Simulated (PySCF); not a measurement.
# SbH2Cl (SMILES [Cl][SbH2]): levels of theory compared

We compute a comparison of 3 runs (PBE/STO-6G, SVWN5/STO-6G, CCSDTQ/STO-6G) of SbH2Cl. The job is set up through a Python script.

The calculation is run with PySCF 2.14.0.

### Step 1. The system as given

The species is SbH2Cl (4 atoms), meant as a singlet with charge 0. SMILES: `[Cl][SbH2]`. The shape is that of a PBE0-D4/def2-TZVP optimisation.

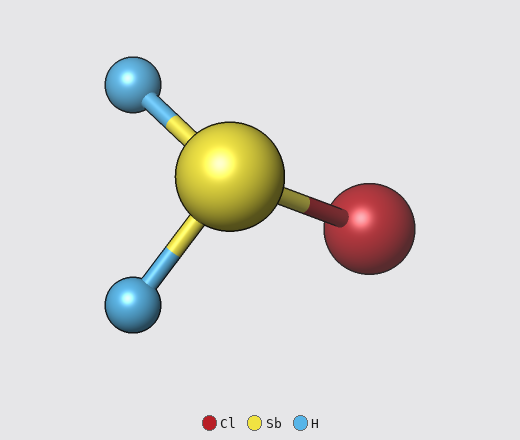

Viewed from a chosen angle; chlorine red, antimony yellow, hydrogen blue.

### Step 2. A single-point energy at PBE/STO-6G (run 1)

run.py

```python
from pyscf import gto, dft

system = gto.Mole()
system.atom = 'Cl -1.784500 0.288700 -0.631500; Sb 0.502100 -0.275300 -0.577600; H 0.379700 -1.183700 0.868900; H 0.958300 1.110000 0.319900'
system.charge = 0
system.max_memory = 1860
system.verbose = 3
system.basis = 'sto-6g'
system.spin = 0
system.build()

ks = dft.RKS(system)
ks.xc = 'pbe'
ks.grids.level = 5
ks.conv_tol = 1e-10
ks.kernel()
if not ks.converged:
    ks = ks.newton().run(ks.mo_coeff, ks.mo_occ)

e_tot = ks.e_tot
print('E = %.10f Eh' % e_tot)
```

Launch:

```
$ OMP_NUM_THREADS=1 python run.py
```

The program printed:

```text
converged SCF energy = -6744.93766989092
E = -6744.9376698909 Eh
```

Run time: 5.7 s. Hardware: 1 thread of Intel Xeon Platinum 8488C (Sapphire Rapids), shared host; peak memory 0.28 GiB.

### Step 3. The energy at SVWN5/STO-6G (run 2)

start.xyz

```xyz
4
ClH2Sb
Cl    -1.784500     0.288700    -0.631500
Sb     0.502100    -0.275300    -0.577600
H      0.379700    -1.183700     0.868900
H      0.958300     1.110000     0.319900
```

job.py

```python
from pyscf import gto, dft

mol = gto.M(
    atom='start.xyz',
    verbose=3,
    basis='sto-6g',
    charge=0,
    max_memory=1860,
)

calc0 = dft.RKS(mol)
calc0.xc = 'svwn'
calc0.grids.level = 5
calc0.conv_tol = 1e-10
calc0.kernel()
if not calc0.converged:
    calc0 = calc0.newton().run(calc0.mo_coeff, calc0.mo_occ)

etot = calc0.e_tot
print('E(%s) = %.9f' % ('SVWN5', etot))
```

Launch:

```
$ OMP_NUM_THREADS=1 python job.py
```

The program printed:

```text
converged SCF energy = -6738.19696343524
E(SVWN5) = -6738.196963435
```

It took 3.9 s on 1 thread of Intel Xeon Platinum 8488C (Sapphire Rapids), shared host; peak memory 0.17 GiB.

### Step 4. The energy at CCSDTQ/STO-6G (run 3)

job.py

```python
from pyscf import gto, cc

system = gto.M(
    atom='''
Cl    -3.372216     0.545564    -1.193362
Sb     0.948831    -0.520242    -1.091506
H      0.717529    -2.236869     1.641983
H      1.810925     2.097596     0.604523
''',
    verbose=4,
    charge=0,
    unit='bohr',
    basis='sto-6g',
    spin=0,
    max_memory=1860,
)

calc0 = system.RHF()
calc0.conv_tol = 1e-10
calc0.kernel()
if not calc0.converged:
    calc0 = calc0.newton().run(calc0.mo_coeff, calc0.mo_occ)

mycc = cc.CCSDTQ(calc0, frozen=23)
mycc.kernel()
energy = mycc.e_tot
print('Final energy', energy)
```

Launch:

```
$ OMP_NUM_THREADS=1 python job.py
```

The program printed:

```text
PySCF version 2.14.0

[INPUT] num. atoms = 4
[INPUT] num. electrons = 70
[INPUT] charge = 0
[INPUT] spin (= nelec alpha-beta = 2S) = 0
[INPUT] symmetry False subgroup None
[INPUT] Mole.unit = bohr
[INPUT] Symbol           X                Y                Z      unit          X                Y                Z       unit  Magmom
[INPUT]  1 Cl    -1.784499857500   0.288700035898  -0.631499974778 AA   -3.372216000000   0.545564000000  -1.193362000000 Bohr   0.0
[INPUT]  2 Sb     0.502099742214  -0.275300210563  -0.577600100782 AA    0.948831000000  -0.520242000000  -1.091506000000 Bohr   0.0
[INPUT]  3 H      0.379699994974  -1.183700098613   0.868899984318 AA    0.717529000000  -2.236869000000   1.641983000000 Bohr   0.0
[INPUT]  4 H      0.958300240685   1.110000000917   0.319899795077 AA    1.810925000000   2.097596000000   0.604523000000 Bohr   0.0

nuclear repulsion = 232.456844126358
number of shells = 18
number of NR pGTOs = 228
number of NR cGTOs = 38
basis = sto-6g
ecp = {}

[... 35 lines left out ...]
converged SCF energy = -6742.86549452562
[... 24 lines left out ...]
Init t2, MP2 energy = -6742.902127157986  E_corr(MP2) -0.036632632364
[... 14 lines left out ...]
RCCSDTQ converged
[... 3 lines left out ...]
Final energy -6742.920920059737
```

Run time: 14 s. Hardware: 1 thread of Intel Xeon Platinum 8488C (Sapphire Rapids), shared host; peak memory 0.17 GiB.

### Step 5. Overview of the runs

```csv
run,level,integration grid,frozen core orbitals,energy (Eh),dipole moment (D) of the reference,HOMO energy (eV),LUMO energy (eV),wall time
1,PBE/STO-6G,5,–,-6744.937670,2.44,-3.92,0.41,5.7 s
2,SVWN5/STO-6G,5,–,-6738.196963,2.55,-3.88,0.27,3.9 s
3,CCSDTQ/STO-6G,–,23,-6742.920920,2.94,-7.55,5.58,14 s
```

### Step 6. Outcome

| quantity | value |
| --- | --- |
| run 3: total energy | -6742.92092 Eh |
| run 3: dipole moment (Hartree–Fock density) | 2.94 D |
| run 3: HOMO energy (Hartree–Fock orbitals) | -7.55 eV |
| run 3: LUMO energy (Hartree–Fock orbitals) | 5.58 eV |
| run 3: HOMO–LUMO gap (Hartree–Fock orbitals) | 13.13 eV |
| run 3: correlation energy (23 core orbitals frozen) | -55.4 mEh |
| run 3: T1 diagnostic | 0.005 |

In words: Totals of different functionals can't be ranked against each other. In runs 1, 2, 3 the basis is minimal, so the values are rough. In runs 1, 2, 3 relativity is left out where basis or elements ask for it. All runs together took 24 s, the longest 14 s.
